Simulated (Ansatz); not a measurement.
The starting structures come from a database of crystals and need not be the phases stable at ambient conditions.

 Where the default PAW files enter, the runs use the earlier of Ansatz's two default sets.

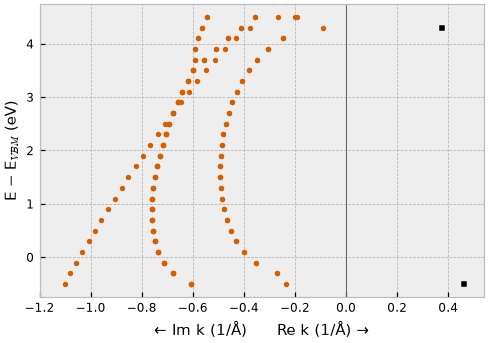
Figure: Complex bands at the centre of the two-dimensional zone; PBEsol (Ansatz, an electronic-structure program)

The gap is the functional's own. No spin-orbit coupling. Mid-gap values are interpolated on the energy grid.

Question: This is Mg(AlH₄)₂ (P-3m1, not sure to be the ambient phase, 11 atoms a cell, 12.1 Å³ an atom) along the normal of (001). Read off the slowest decay at the centre of the two-dimensional zone at 2.10 eV, the computed energy nearest the middle of the gap.

Answer: κ ≈ 0.49 1/Å, a decay length 1/(2κ) of the density of 1.0 Å.
